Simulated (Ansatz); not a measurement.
# The perfect SiC wire along [111], 14 atoms a period, H-terminated, part 2 of 2

What gap, if any, does the SiC wire along [111], 14 atoms a period, H-terminated have, and how does it change with the functional?

Ansatz 0.2.0; DFT PBE, plane waves, PAW; relaxation of a wire's period; PAW set soft_1 (the session's first sound run).

So far: Set-up; Relaxing the period.

### Step 2. Relaxing the period (continued)

The steps of the relaxation:

| step | energy less that of the first step (eV) | largest force component (eV/Å) | pressure (GPa) | volume (Å³) |
| --- | --- | --- | --- | --- |
| 1 | 0.0000 | 0.6554 | 0.02 | 1195.89 |
| 2 | -0.2160 | 0.4165 | -0.02 | 1219.85 |
| 3 | -0.2400 | 0.0658 | -0.03 | 1220.62 |
| 4 | -0.2416 | 0.0283 | -0.01 | 1219.72 |
| 5* | -0.2492 | 0.0285 | 0.00 | 1219.72 |

Relaxation steps marked * repeat the geometry before them on a plane-wave basis chosen anew for their cell, so energy and pressure can jump there.

The run keeps the 2 symmetry operations that it works with, so distortions that break them were not tested.

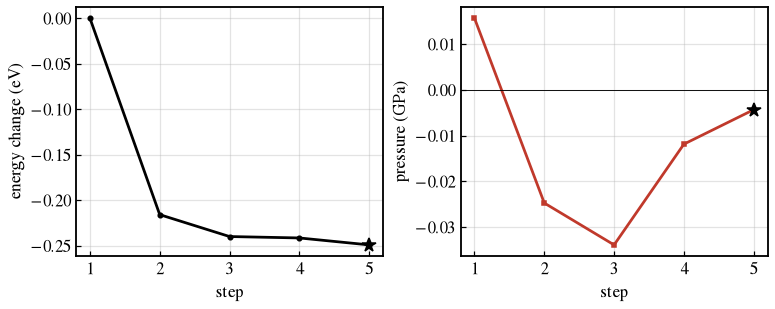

Energy and pressure along the relaxation. Stars mark steps on a basis chosen anew.

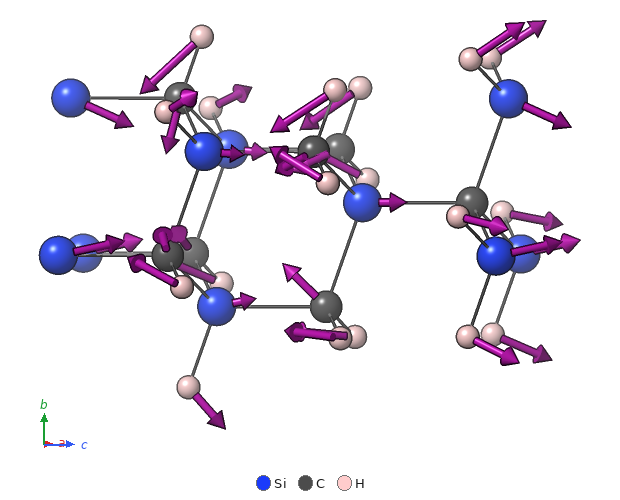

Displacements in the relaxation, exaggerated, measured against the changing cell; the longest in the cell stands for 0.06 Å. Some periodic images of atoms are drawn too.

| cell as run | before | after | change |
| --- | --- | --- | --- |
| c (Å) | 7.586 | 7.738 | +2.0 % |

The atoms that moved most (Å, along periodic axes as changes of fractional coordinates times the final cell, across vacuum about the mean position):

| atom | dx | dy | dz | length |
| --- | --- | --- | --- | --- |
| H10 | 0.000 | -0.043 | -0.046 | 0.063 |
| H9 | 0.037 | 0.021 | -0.046 | 0.063 |
| H11 | -0.037 | 0.021 | -0.046 | 0.063 |
| H18 | 0.021 | 0.026 | -0.046 | 0.057 |
| H23 | -0.021 | 0.026 | -0.046 | 0.057 |
| H22 | 0.012 | -0.031 | -0.046 | 0.057 |
| H19 | -0.012 | -0.031 | -0.046 | 0.057 |
| H21 | -0.033 | 0.005 | -0.046 | 0.057 |

The relaxed structure:

```cif
data_structure
_symmetry_space_group_name_H-M 'P 1'
_symmetry_Int_Tables_number 1
_cell_length_a 12.2980
_cell_length_b 12.8180
_cell_length_c 7.7376
_cell_angle_alpha 90.000
_cell_angle_beta 90.000
_cell_angle_gamma 90.000
_cell_volume 1219.72
loop_
_atom_site_label
_atom_site_type_symbol
_atom_site_fract_x
_atom_site_fract_y
_atom_site_fract_z
_atom_site_occupancy
Si1 Si 0.37538 0.44386 0.00533 1
Si2 Si 0.62459 0.44386 0.00533 1
C3 C 0.37661 0.44453 0.24881 1
C4 C 0.49998 0.64956 0.24880 1
C5 C 0.62336 0.44453 0.24881 1
H6 H 0.27440 0.63779 0.27205 1
H7 H 0.49998 0.26297 0.27212 1
H8 H 0.72557 0.63779 0.27205 1
H9 H 0.30271 0.40361 0.29326 1
H10 H 0.49998 0.73144 0.29322 1
H11 H 0.69726 0.40361 0.29326 1
Si12 Si 0.37435 0.58249 0.33597 1
Si13 Si 0.49998 0.37371 0.33599 1
Si14 Si 0.62562 0.58249 0.33597 1
C15 C 0.37608 0.58151 0.57956 1
C16 C 0.49998 0.37561 0.57957 1
C17 C 0.62389 0.58151 0.57956 1
H18 H 0.30139 0.54348 0.62656 1
H19 H 0.37307 0.66260 0.62655 1
H20 H 0.42830 0.33259 0.62659 1
H21 H 0.57167 0.33259 0.62659 1
H22 H 0.62690 0.66260 0.62655 1
H23 H 0.69858 0.54348 0.62656 1
Si24 Si 0.49998 0.51290 0.66987 1
C25 C 0.49998 0.51287 0.91695 1
H26 H 0.27433 0.49650 0.94062 1
H27 H 0.37241 0.33355 0.94064 1
H28 H 0.40190 0.70851 0.94059 1
H29 H 0.59807 0.70851 0.94059 1
H30 H 0.62756 0.33355 0.94064 1
H31 H 0.72564 0.49650 0.94062 1
Si32 Si 0.49998 0.65094 0.00532 1
```

This step gave:

```
cell length along the wire : 7.738 Å
```

The cell's length comes to 7.738 Å with spin left out.

### Step 3. Bands of the perfect wire

This step: DFT PBE, plane waves, PAW; bands of a perfect wire; PAW set soft_1 (Ansatz 0.2.0).

At the relaxed period the bands are computed along the axis; those that cross an energy going forward count the channels that a perfect wire would open there.

input.yaml reads:

```yaml
crystal:
  lattice:
    - [12.298, 0.0, 0.0]
    - [0.0, 12.818, 0.0]
    - [0.0, 0.0, 7.7375585282]
  atoms:
    - { symbol: Si, position: [0.375380855, 0.443856435, 0.005328471] }
    - { symbol: Si, position: [0.624588867, 0.443856435, 0.005328471] }
    - { symbol: C, position: [0.376613853, 0.444533718, 0.248811629] }
    - { symbol: C, position: [0.499984861, 0.64956135, 0.248801819] }
    - { symbol: C, position: [0.623355869, 0.444533718, 0.248811629] }
    - { symbol: H, position: [0.274402176, 0.637794282, 0.272051499] }
    - { symbol: H, position: [0.499984861, 0.262972657, 0.272116909] }
    - { symbol: H, position: [0.725567546, 0.637794282, 0.272051499] }
    - { symbol: H, position: [0.302709444, 0.403610688, 0.293262159] }
    - { symbol: H, position: [0.499984861, 0.731437663, 0.293220522] }
    - { symbol: H, position: [0.697260278, 0.403610688, 0.293262159] }
    - { symbol: Si, position: [0.374348895, 0.582490908, 0.335974242] }
    - { symbol: Si, position: [0.499984861, 0.373707604, 0.33599438] }
    - { symbol: Si, position: [0.625620828, 0.582490908, 0.335974242] }
    - { symbol: C, position: [0.376079236, 0.581514916, 0.579556299] }
    - { symbol: C, position: [0.499984861, 0.375612885, 0.579572061] }
    - { symbol: C, position: [0.623890486, 0.581514916, 0.579556299] }
    - { symbol: H, position: [0.301387873, 0.543481346, 0.626564065] }
    - { symbol: H, position: [0.37307147, 0.662595414, 0.626551444] }
    - { symbol: H, position: [0.42830045, 0.332585881, 0.626594606] }
    - { symbol: H, position: [0.571669272, 0.332585881, 0.626594606] }
    - { symbol: H, position: [0.626898252, 0.662595414, 0.626551444] }
    - { symbol: H, position: [0.698581849, 0.543481346, 0.626564065] }
    - { symbol: Si, position: [0.499984861, 0.512897053, 0.669870577] }
    - { symbol: C, position: [0.499984861, 0.512870697, 0.91695178] }
    - { symbol: H, position: [0.27432754, 0.496501946, 0.940616776] }
    - { symbol: H, position: [0.372407813, 0.333550002, 0.940638905] }
    - { symbol: H, position: [0.401901977, 0.708514282, 0.940589031] }
    - { symbol: H, position: [0.598067745, 0.708514282, 0.940589031] }
    - { symbol: H, position: [0.627561909, 0.333550002, 0.940638905] }
    - { symbol: H, position: [0.725642182, 0.496501946, 0.940616776] }
    - { symbol: Si, position: [0.499984861, 0.650943, 0.005321148] }
kpoints:
  mp_grid: { grid: [1, 1, 11] }
  band_path: { path: ["Γ", Z], npoints: 90 }
scf:
  occupations: { method: fermi_dirac, width: 0.05 }
hamiltonian:
  xc: pbe
  pseudopotentials: { kind: paw, azcp: { folder: soft_1 } }
output:
  dos: { e_range: [-5, 4] }
  write_potential: true
  write_density: true
  volumetric_format: npy
```

On the command line:

```sh
$ ansatz run input.yaml --threads 4 --pin off --max-ram 16384MiB --backend cpu --events-out ev --progress --plain --runs-dir out
```

Numbers of over 12 decimals in the logs are rounded to 6 here.

Output:

```text
[...]
Crystal: 32 atoms, lattice volume = 1219.716 Å³
Basis set: ecut = 420 eV, 23815 PW (Γ)
Bands: 69, of which v1, the nominal top of the filled ones, is band 37 counted from 1 (36 counted from 0)
Symmetry: 2 space group operations
[...]
k-points: 6 of 11 (time reversal used)
[...]
SCF iter   1: F=—  HF=-6516.554386 eV  |F-HF|=—  |Δ(HF+E_count)|=         —  Δρ=6.30e-2  dr2=6.11e1  ethr=3.10e-3  ⟨swp⟩=9.3  Hψ=2611  notcnv=0  defer=67
[...]
SCF iter  10: F=-6496.889786 eV  HF=-6496.889786 eV  |F-HF|=6.82e-9  |Δ(HF+E_count)|=   2.50e-7  Δρ=1.65e-6  dr2=3.97e-8  ethr=1.35e-10  ⟨swp⟩=22.0  Hψ=4416  notcnv=0
SCF 1 converged in 10 iterations: F = -6496.889786 eV  dr2 = 3.97e-8
[...]
NSCF: frozen V_eff on 91 k-points
WARN: The output density's exchange-correlation potential varies sharply where the density is thin. Do not read a vacuum level from v_tot or v_xc, or from such a field of the output density. On a cell that repeats whose density bears no net charge and no dipole along the vacuum's axis use v_es (v_loc + v_h of the components); under efield.dipole_correction with no amplitude use v_es + v_field, which holds any externa [...]
SCF converged after 10 iterations
Free energy (F): -6496.889786 eV
[...]
Internal energy: -6496.889786 eV  (E = F + TS)
E sigma→0 (E₀):  -6496.889786 eV
Fermi energy:    -1.767356 eV
[...]
--- Band table (eV; the first three rows and the last of 6) ---
  k-point 0: bands = [... 33 lower, -5.0353, -4.6293, -4.6270, -4.1834, 0.6815, 0.7185, 0.7632, 1.4129, ... 28 higher]
  k-point 1: bands = [... 33 lower, -5.0179, -4.6278, -4.6255, -4.2099, 0.7087, 0.7470, 0.7720, 1.4145, ... 28 higher]
  k-point 2: bands = [... 33 lower, -4.9686, -4.6241, -4.6218, -4.2886, 0.7792, 0.8049, 0.8303, 1.3822, ... 28 higher]
  k-point 5: bands = [... 33 lower, -4.8793, -4.7934, -4.6073, -4.6048, 0.8067, 1.1833, 1.2335, 1.3054, ... 28 higher]
```

Elapsed: 3.4 min, on 4 threads of Arm Neoverse V1, shared host; peak memory 4.4 GiB.

The column dr2 measures how far the density is from self-consistency, as an energy; F and HF (Harris–Foulkes) agree once it is small.

Numbers from this step:

```
band gap : 4.865 eV
```

The electronic bands at the labelled points (eV, zero at the Fermi level; v1 is the highest filled band, c1 the lowest empty one):

| point | v4 | v3 | v2 | v1 | c1 | c2 | c3 | c4 |
| --- | --- | --- | --- | --- | --- | --- | --- | --- |
| Γ | -3.27 | -2.86 | -2.86 | -2.42 | 2.45 | 2.49 | 2.53 | 3.18 |
| Z | -3.11 | -3.08 | -2.84 | -2.84 | 2.57 | 2.97 | 3.02 | 3.09 |

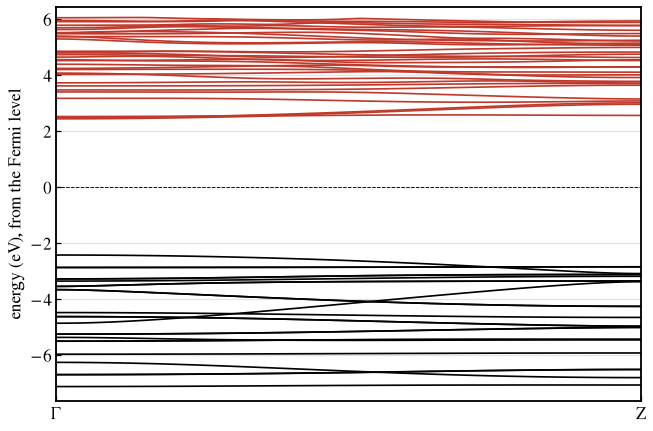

Electronic bands along the path; lines of filled and empty bands in two colours.

The gap is 4.86 eV, with spin left out.

On this path the gap is direct, 4.87 eV, with the valence top at Γ and the conduction bottom at Γ.

### Step 4. Another level of theory, cutoff 500 eV, k-mesh 1×1×8

This step: DFT r2SCAN, plane waves, PAW; bands of a perfect wire at the PBE geometry; PAW set soft_1 (Ansatz 0.2.0).

The atoms stay at the PBE geometry and the functional changes. r2SCAN also reads the kinetic-energy density; it often gives larger moments and wider gaps than PBE, at a higher cost. Against the first PBE run of this kind, the cutoff is 500 eV against 420 and the mesh along the wire has 8 points against 11.

input.yaml: that of step 3 with these lines changed.

```diff
@@ -39,3 +39,3 @@
 kpoints:
-  mp_grid: { grid: [1, 1, 11] }
+  mp_grid: { grid: [1, 1, 8] }
   band_path: { path: ["Γ", Z], npoints: 90 }
@@ -44,8 +44,3 @@
 hamiltonian:
-  xc: pbe
+  xc: r2scan
   pseudopotentials: { kind: paw, azcp: { folder: soft_1 } }
-output:
-  dos: { e_range: [-5, 4] }
-  write_potential: true
-  write_density: true
-  volumetric_format: npy
```

Output:

```text
[...]
Crystal: 32 atoms, lattice volume = 1219.716 Å³
Basis set: ecut = 500 eV, 30971 PW (Γ), exchange–correlation on 360×384×240 points (64 copies of the dense FFT grid, shifted against one another)
Bands: 69, of which v1, the nominal top of the filled ones, is band 37 counted from 1 (36 counted from 0)
Symmetry: 2 space group operations
[...]
k-points: 5 of 8 (time reversal used)
[...]
SCF iter   1: F=—  HF=-6542.471293 eV  |F-HF|=—  |Δ(HF+E_count)|=         —  Δρ=6.02e-2  dr2=5.54e1  dr2_τ=4.63e0  ethr=3.10e-3  ⟨swp⟩=9.2  Hψ=2172  notcnv=0  defer=62
[...]
SCF iter  10: F=-6526.776148 eV  HF=-6526.776148 eV  |F-HF|=3.61e-8  |Δ(HF+E_count)|=   1.06e-7  Δρ=1.23e-6  dr2=1.97e-8  dr2_τ=1.07e-9  ethr=1.35e-10  ⟨swp⟩=23.2  Hψ=3634  notcnv=0
SCF 1 converged in 10 iterations: F = -6526.776148 eV  dr2 = 1.97e-8
[...]
SCF converged after 10 iterations
Free energy (F): -6526.776148 eV
[...]
Internal energy: -6526.776148 eV  (E = F + TS)
E sigma→0 (E₀):  -6526.776148 eV
Fermi energy:    -1.735003 eV
[...]
--- Band table (eV; the first three rows and the last of 5) ---
  k-point 0: bands = [... 33 lower, -5.3077, -4.8907, -4.8885, -4.4039, 0.9589, 0.9790, 1.2222, 1.8019, ... 28 higher]
  k-point 1: bands = [... 33 lower, -5.2734, -4.8883, -4.8861, -4.4571, 1.0155, 1.0363, 1.2297, 1.8060, ... 28 higher]
  k-point 2: bands = [... 33 lower, -5.1996, -4.8821, -4.8798, -4.6146, 1.1755, 1.1991, 1.2362, 1.7369, ... 28 higher]
  k-point 4: bands = [... 33 lower, -5.1494, -5.1093, -4.8681, -4.8656, 1.1668, 1.5236, 1.5522, 1.6568, ... 28 higher]
```

Wall time 5.4 min (4 threads); peak memory 6.9 GiB; 22 min of CPU time.

Numbers from this step:

| Property | Result |
| --- | --- |
| band gap | 5.363 eV |

Electronic bands along the path, in eV, zero at the Fermi level; v1 is the highest filled band, c1 the lowest empty one:

| point | v4 | v3 | v2 | v1 | c1 | c2 | c3 | c4 |
| --- | --- | --- | --- | --- | --- | --- | --- | --- |
| Γ | -3.57 | -3.16 | -3.15 | -2.67 | 2.69 | 2.71 | 2.96 | 3.54 |
| Z | -3.41 | -3.37 | -3.13 | -3.13 | 2.90 | 3.26 | 3.29 | 3.39 |

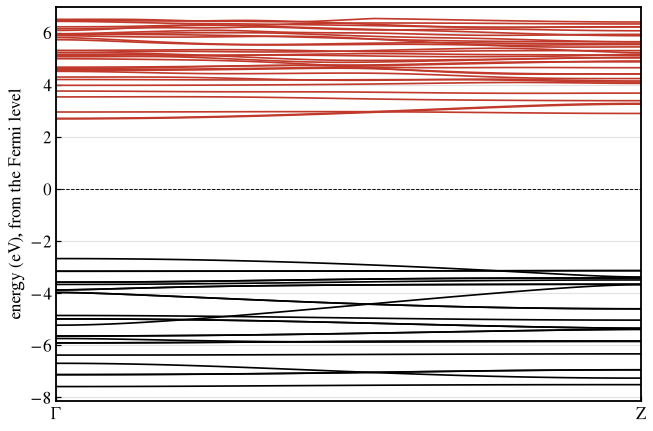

Electronic bands along the path; lines of filled and empty bands in two colours.

The gap is 5.36 eV, against 4.86 eV under PBE at the relaxed period.

### Step 5. Levels at the same atoms, level HSE06, cutoff 420 eV

This step: DFT HSE06, plane waves, PAW; levels of a perfect wire at the PBE geometry; PAW set soft_1 (Ansatz 0.2.0).

The atoms stay at the PBE geometry and the functional changes. HSE06 mixes in a quarter of short-range exact exchange, which removes part of the self-interaction that closes gaps; it is dear, so the mesh is thinner and no path is run. Against the first PBE run of this kind, the mesh along the wire has 4 points against 11.

input.yaml: that of step 4 with these lines changed.

```diff
@@ -39,4 +39,3 @@
 kpoints:
-  mp_grid: { grid: [1, 1, 8] }
-  band_path: { path: ["Γ", Z], npoints: 90 }
+  mp_grid: { grid: [1, 1, 4] }
 scf:
@@ -44,3 +43,3 @@
 hamiltonian:
-  xc: r2scan
+  xc: hse06
   pseudopotentials: { kind: paw, azcp: { folder: soft_1 } }
```

Output:

```text
[...]
Crystal: 32 atoms, lattice volume = 1219.716 Å³
Basis set: ecut = 420 eV, 23815 PW (Γ)
Bands: 69, of which v1, the nominal top of the filled ones, is band 37 counted from 1 (36 counted from 0)
Symmetry: 2 space group operations
[...]
k-points: 3 of 4 (time reversal used)
[...]
Internal energy: -6501.692832 eV  (E = F + TS)
E sigma→0 (E₀):  -6501.692832 eV
Fermi energy:    -1.954951 eV
[...]
--- Band table (eV) ---
  k-point 0: bands = [... 33 lower, -5.8447, -5.4149, -5.4130, -4.8895, 1.0071]
  k-point 1: bands = [... 33 lower, -5.7290, -5.4062, -5.4043, -5.1118, 1.0874]
  k-point 2: bands = [... 33 lower, -5.6723, -5.6417, -5.3912, -5.3890, 1.1549]
  guard bands above this table: 31 of the run's 69 bands. The solve was not asked for them (output.publish_guard_bands: true or output.eigenvalues: true publishes all)
[key lines of the parts left out:]
Free energy (F): -6501.692832 eV
```

The job ended after 3.6 min (4 threads; peak memory 2.9 GiB).

This step gave:

| Quantity | Value |
| --- | --- |
| band gap | 5.896 eV |

The gap is 5.90 eV, against 4.86 eV under PBE at the relaxed period.

### Step 6. Summary of results

```
cell length, PBE : 7.738 Å
gap, PBE         : 4.86 eV
gap, r2SCAN      : 5.36 eV
gap, HSE06       : 5.90 eV
```

In words: Under PBE the cell's length is 7.74 Å, and a gap of 4.86 eV makes it a semiconductor. At the relaxed period the wire is gapped under every functional, from 4.86 eV (PBE) to 5.90 eV (HSE06). Weak screening in one dimension makes quasiparticle gaps larger than the semilocal gaps, as a rule. Plain hydrogen on a compound's surface is a simple closure: it may leave surface states, and facets that end in unlike atoms put a field across the wire, both of which shrink the gap. A hybrid's gap is read on a coarse mesh, without a band path.

[Logs are printed without paths, hosts, clocks, repeated set-up lines and the standing remarks that a program may print on its own settings, such as how far it seeks lower states.]

[Hosts, paths, dates, database ids (printed as entryN), source tags and the programs' standing remarks are cut or masked in the printed files.]
